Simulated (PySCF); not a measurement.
```xyz
9

Zr    0.0103    0.0117    0.0075
S    -0.0296   -0.2485    2.4179
H     0.9179    0.7218    2.4931
S     2.2901    0.0411   -0.8073
H     2.5474   -1.0570   -0.0508
S    -1.1029    2.0805   -0.5964
H    -1.1108    1.6585   -1.8876
S    -1.1007   -1.8670   -1.0373
H    -2.2890   -1.4105   -0.5649
```

Geometry: PBE0-D3(BJ)/def2-SVP; core potentials replace the inner electrons of Zr.

Method: PySCF 2.14.0, B3LYP/def2-SVPD, SCF density, gas phase, scalar-relativistic core potentials on the heavy atoms.

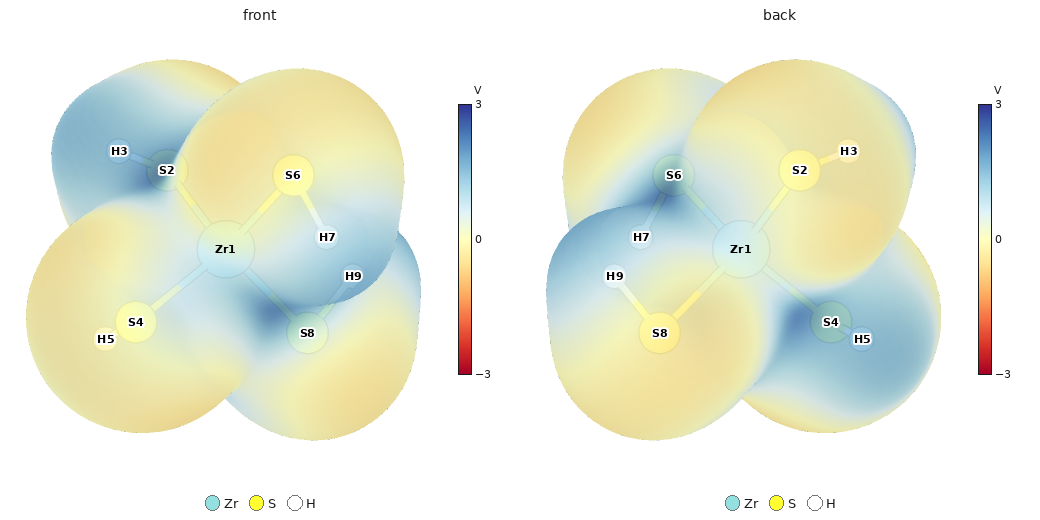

H4S4Zr (Zr(SH)4). The molecular electrostatic potential painted on the density surface at 0.002 e/bohr³, seen from the front and from behind; red is negative and blue positive.

> Describe the electrostatic potential map.

The most negative region (about −0.5 V) lies over S2, S4, S6 and S8, the most positive (about +2.2 V) over Zr1.
